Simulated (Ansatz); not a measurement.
**BSeCl: geometry at several levels**

Aim: geometry at several levels, for BSeCl, with the cost of each level.

Method: the levels named in each step, in Ansatz 0.2.0.

## (1) The system as given

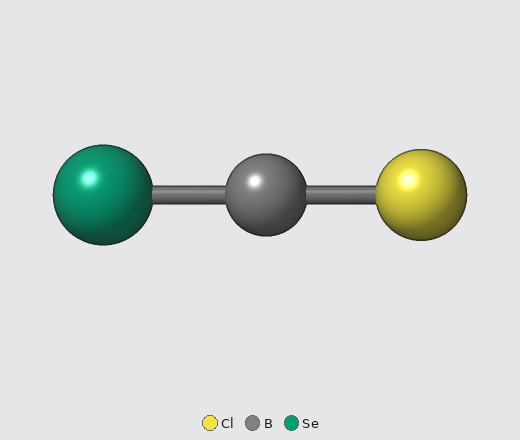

Start, viewed from a chosen angle; chlorine yellow, boron grey, selenium teal.

As a file:

```xyz
3

Cl    0.0000    0.0000   -1.6624
B     0.0000    0.0000   -0.0285
Se    0.0000    0.0000    1.6909
```

## (2) A rough first relaxation, PBE-D4/def2-SVP

input.yaml

```yaml
crystal:
  periodic: [false, false, false]
  atoms:
    - { symbol: Cl, position_ang: [0.0, 0.0, -1.66242] }
    - { symbol: B, position_ang: [0.0, 0.0, -0.02846] }
    - { symbol: Se, position_ang: [0.0, 0.0, 1.69088] }
basis:
  gaussian: { orbitals: def2-SVP }
hamiltonian:
  xc: pbe
  dispersion: d4
relax:
  f_tol: 0.03
  max_steps: 200
```

Launch:

```sh
$ ansatz run input.yaml --threads 4 --pin off --max-ram 10240MiB --backend cpu --events-out ev --progress --plain --runs-dir out
```

What it wrote, cut to the lines that bear on the results:

```text
Warning: RAYON_NUM_THREADS=4 ignored (pool sized by the plan → 4); use --threads N
[...]
Functional definition: PBE
[...]
695 factors; their error is unknown
[...]
mean field -78521.53140295 eV, -2885.6130552529 hartree, gradient 4.2e-5 eV, S^2 0.000000; 0 other end points of the search recorded, 0 dependent functions left out
[...]
reference -78521.53142577 eV, -2885.6130560915 hartree; 28, 28 occupied and 36, 36 virtual orbitals, 695 factors
relax step   1: F+E_penalty+E_count = -78521.61327673 eV  Δ(F+E_penalty+E_count) = +0.000e0 eV  max|allowed force component| = 2.112e0 eV/Å  Δτ_max = 0.0000 Å  (25 SCF iters, accepted)
[...]
relax step   3: F+E_penalty+E_count = -78521.70049783 eV  Δ(F+E_penalty+E_count) = -2.069e-2 eV  max|allowed force component| = 1.200e-1 eV/Å  Δτ_max = 0.0243 Å  (25 SCF iters, accepted)
[...]
relax step   4: F+E_penalty+E_count = -78521.70073681 eV  Δ(F+E_penalty+E_count) = -2.390e-4 eV  max|allowed force component| = 9.952e-6 eV/Å  Δτ_max = 0.0027 Å  (27 SCF iters, accepted)
695 factors; their error is unknown
mean field -78521.62023355 eV, -2885.6163197171 hartree, gradient 2.8e-5 eV, S^2 0.000000; 1 other end points of the search recorded, 0 dependent functions left out
[...]
reference -78521.62025643 eV, -2885.6163205580 hartree; 28, 28 occupied and 36, 36 virtual orbitals, 695 factors
Total energy: -78521.70075969 eV, -2885.6192789983 hartree
Atom 0 at     0.000000    -0.000000    -1.715905 Å, force    -0.000000     0.000000     0.000006 eV/Å
Atom 1 at    -0.000000     0.000000    -0.019612 Å, force     0.000000    -0.000000     0.000004 eV/Å
Atom 2 at     0.000000    -0.000000     1.735518 Å, force    -0.000000     0.000000    -0.000010 eV/Å
Dipole moment:     0.000000     0.000000    -0.292905 e Å
```

It took 2.9 s on 4 threads of Intel Xeon Platinum 8175M at 2.50GHz (Skylake/Cascade Lake), shared host; peak memory 0.13 GiB.

Relaxation path:

| step | E - E(step 1) (eV) | largest force component (eV/Å) |
| --- | --- | --- |
| 1 | 0.0000 | 2.1116 |
| 2 | -0.0665 | 1.0935 |
| 3 | -0.0872 | 0.1200 |
| 4 | -0.0875 | 0.0000 |

Step 1 is the start.

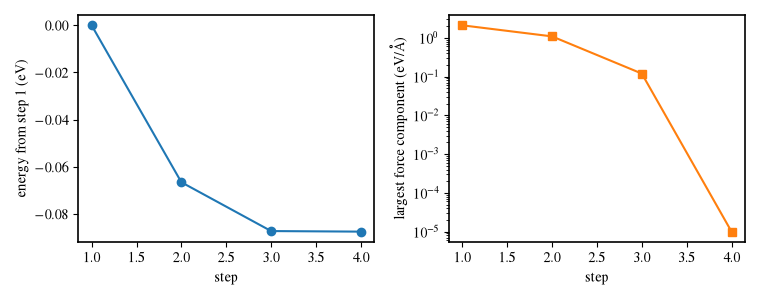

Energy and largest force along the relaxation.

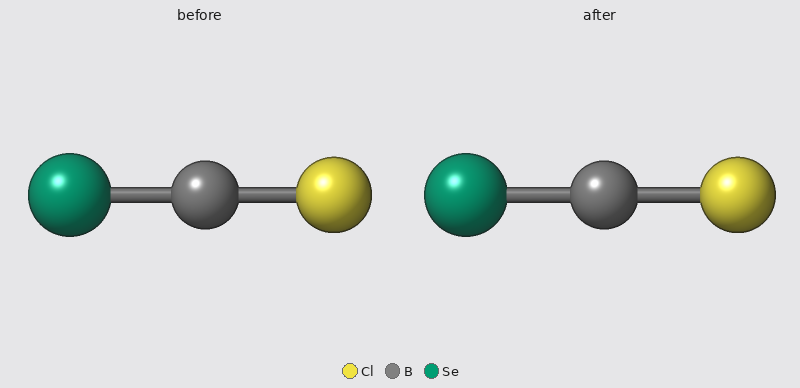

The structure before (left) and after (right) the relaxation, drawn at the same scale.

Before: Bond lengths: Cl1–B2 1.634 Å, B2–Se3 1.719 Å. Angles: Cl1–B2–Se3 180.0°.

After: Bond lengths: Cl1–B2 1.696 Å, B2–Se3 1.755 Å. Angles: Cl1–B2–Se3 180.0°.

## (3) Relaxation, PBE0-D4/def2-TZVPP

input.yaml

```yaml
crystal:
  periodic: [false, false, false]
  atoms:
    - { symbol: Cl, position_ang: [0.0, 0.0, -1.71590544] }
    - { symbol: B, position_ang: [0.0, 0.0, -0.01961206] }
    - { symbol: Se, position_ang: [0.0, 0.0, 1.7355175] }
basis:
  gaussian: { orbitals: def2-TZVPP }
hamiltonian:
  xc: pbe0
  dispersion: d4
relax:
  f_tol: 0.002
  max_steps: 150
```

Launch:

```sh
$ ansatz run input.yaml --threads 4 --pin off --max-ram 10240MiB --backend cpu --events-out ev --progress --plain --runs-dir out
```

What it wrote, cut to the lines that bear on the results:

```text
Warning: RAYON_NUM_THREADS=4 ignored (pool sized by the plan → 4); use --threads N
[...]
Functional definition: PBE0
[...]
906 factors; their error is unknown
[...]
mean field -78537.69284516 eV, -2886.2069772993 hartree, gradient 1.6e-5 eV, S^2 0.000000; 0 other end points of the search recorded, 0 dependent functions left out
[...]
reference -78537.69286799 eV, -2886.2069781383 hartree; 28, 28 occupied and 93, 93 virtual orbitals, 906 factors
relax step   1: F+E_penalty+E_count = -78537.76105879 eV  Δ(F+E_penalty+E_count) = +0.000e0 eV  max|allowed force component| = 6.755e-1 eV/Å  Δτ_max = 0.0000 Å  (27 SCF iters, accepted)
[...]
relax step   3: F+E_penalty+E_count = -78537.77326750 eV  Δ(F+E_penalty+E_count) = -2.147e-3 eV  max|allowed force component| = 2.548e-2 eV/Å  Δτ_max = 0.0086 Å  (32 SCF iters, accepted)
[...]
relax step   4: F+E_penalty+E_count = -78537.77327285 eV  Δ(F+E_penalty+E_count) = -5.352e-6 eV  max|allowed force component| = 1.566e-3 eV/Å  Δτ_max = 0.0002 Å  (33 SCF iters, accepted)
906 factors; their error is unknown
mean field -78537.70467964 eV, -2886.2074122086 hartree, gradient 1.9e-5 eV, S^2 0.000000; 1 other end points of the search recorded, 0 dependent functions left out
[...]
reference -78537.70470243 eV, -2886.2074130459 hartree; 28, 28 occupied and 93, 93 virtual orbitals, 906 factors
Total energy: -78537.77329563 eV, -2886.2099337997 hartree
Atom 0 at    -0.000000     0.000000    -1.696584 Å, force    -0.000000    -0.000000     0.000525 eV/Å
Atom 1 at    -0.000000    -0.000000    -0.020136 Å, force     0.000000     0.000000    -0.001566 eV/Å
Atom 2 at     0.000000     0.000000     1.716721 Å, force    -0.000000    -0.000000     0.001041 eV/Å
Dipole moment:    -0.000000     0.000000    -0.317785 e Å
```

Wall time 9 s (4 threads of Intel Xeon Platinum 8175M at 2.50GHz (Skylake/Cascade Lake), shared host); peak memory 0.25 GiB.

Step by step:

| step | E - E(step 1) (eV) | largest force component (eV/Å) |
| --- | --- | --- |
| 1 | 0.0000 | 0.6755 |
| 2 | -0.0101 | 0.3114 |
| 3 | -0.0122 | 0.0255 |
| 4 | -0.0122 | 0.0016 |

Step 1 is the start.

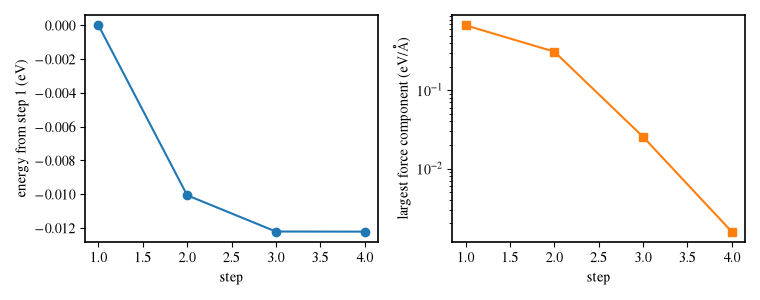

Energy and largest force along the relaxation.

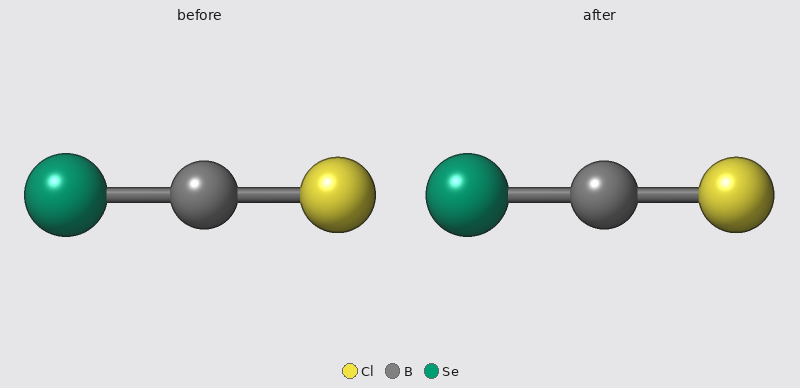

The structure before (left) and after (right) the relaxation, drawn at the same scale. The change is too small to see at this scale.

Before: Bond lengths: Cl1–B2 1.696 Å, B2–Se3 1.755 Å. Angles: Cl1–B2–Se3 180.0°.

After: Bond lengths: Cl1–B2 1.676 Å, B2–Se3 1.737 Å. Angles: Cl1–B2–Se3 180.0°.

## (4) Relaxation, CCSD(T)/cc-pV(T+d)Z

input.yaml

```yaml
crystal:
  periodic: [false, false, false]
  atoms:
    - { symbol: Cl, position_ang: [0.0, 0.0, -1.69658445] }
    - { symbol: B, position_ang: [0.0, 0.0, -0.02013621] }
    - { symbol: Se, position_ang: [0.0, 0.0, 1.71672066] }
basis:
  gaussian: { orbitals: "cc-pV(T+d)Z.json" }
correlation:
  method: ccsd_t
relax:
  f_tol: 0.002
  max_steps: 40
```

Launch:

```sh
$ ansatz run input.yaml --threads 4 --pin off --max-ram 10240MiB --backend cpu --events-out ev --progress --plain --runs-dir out
```

What it wrote, cut to the lines that bear on the results:

```text
Warning: RAYON_NUM_THREADS=4 ignored (pool sized by the plan → 4); use --threads N
[...]
Functional definition: HF
[...]
777 factors; integrals over basis functions are off by at most 2.9e-4 eV
[...]
mean field -78481.83522830 eV, -2884.1542477414 hartree, gradient 4.0e-6 eV, S^2 0.000000; 0 other end points of the search recorded, 0 dependent functions left out
15 core orbitals not correlated: weight in the atoms' cores, before any rotation towards them, 1.000 or more for the frozen orbitals, at most 0.000 for the correlated occupied ones
reference -78481.83522830 eV, -2884.1542477414 hartree; 13, 13 occupied and 84, 84 virtual orbitals, 777 factors
second order -13.38822443 eV of doubles, -0.00000000 eV of singles
cycle   1  -13.50163228 eV  change   -1.1e-1 eV  update   1.1e-1
[...]
perturbative correction -0.74079698 eV, -0.0272237869 hartree
[...]
mean field -78481.83319343 eV, -2884.1541729613 hartree, gradient 1.1e-6 eV, S^2 0.000000; 1 other end points of the search recorded, 0 dependent functions left out
15 core orbitals not correlated: weight in the atoms' cores, before any rotation towards them, 1.000 or more for the frozen orbitals, at most 0.000 for the correlated occupied ones
reference -78481.83319343 eV, -2884.1541729613 hartree; 13, 13 occupied and 84, 84 virtual orbitals, 777 factors
second order -13.38980756 eV of doubles, -0.00000000 eV of singles
[...]
cycle  11  -13.95261007 eV  change   -2.1e-6 eV  update   1.7e-6
perturbative correction -0.74392204 eV, -0.0273386309 hartree
[...]
Total energy: -78496.52972554 eV, -2884.6942605547 hartree
Atom 0 at     0.000000    -0.000000    -1.707788 Å, force     0.000000    -0.000000    -0.000210 eV/Å
Atom 1 at    -0.000000     0.000000    -0.018062 Å, force     0.000000     0.000000     0.000736 eV/Å
Atom 2 at     0.000000    -0.000000     1.725850 Å, force    -0.000000     0.000000    -0.000526 eV/Å
Dipole moment:    -0.000000    -0.000000    -0.278372 e Å
```

Wall time 2.8 min (4 threads of Intel Xeon Platinum 8175M at 2.50GHz (Skylake/Cascade Lake), shared host); peak memory 0.7 GiB.

The steps of the relaxation:

```
step  E - E(step 1) (eV)  largest force component (eV/Å)
   1              0.0000                          0.4054
   2             -0.0028                          0.2151
   3             -0.0036                          0.0144
   4             -0.0036                          0.0007
```

Step 1 is the start.

Before: Bond lengths: Cl1–B2 1.676 Å, B2–Se3 1.737 Å. Angles: Cl1–B2–Se3 180.0°.

After: Bond lengths: Cl1–B2 1.690 Å, B2–Se3 1.744 Å. Angles: Cl1–B2–Se3 180.0°.

## (5) The levels compared

```
              level  Cl1–B2 (Å)  B2–Se3 (Å)  rotational constants (MHz)  dipole (D)  CPU time
 PBE0-D4/def2-TZVPP      1.6764      1.7369                        1753        1.53      32 s
CCSD(T)/cc-pV(T+d)Z      1.6897      1.7439                      1732.6        1.34    10 min
```

Constants are for the commonest isotopes at the equilibrium geometry; times are CPU times of the relaxations.

## (6) Summary of results

```
                     quantity    value
Cl1–B2 at CCSD(T)/cc-pV(T+d)Z  1.690 Å
B2–Se3 at CCSD(T)/cc-pV(T+d)Z  1.744 Å
```

The Cl1–B2 distance spreads over 0.013 Å, from PBE0-D4/def2-TZVPP (shortest) to CCSD(T)/cc-pV(T+d)Z.
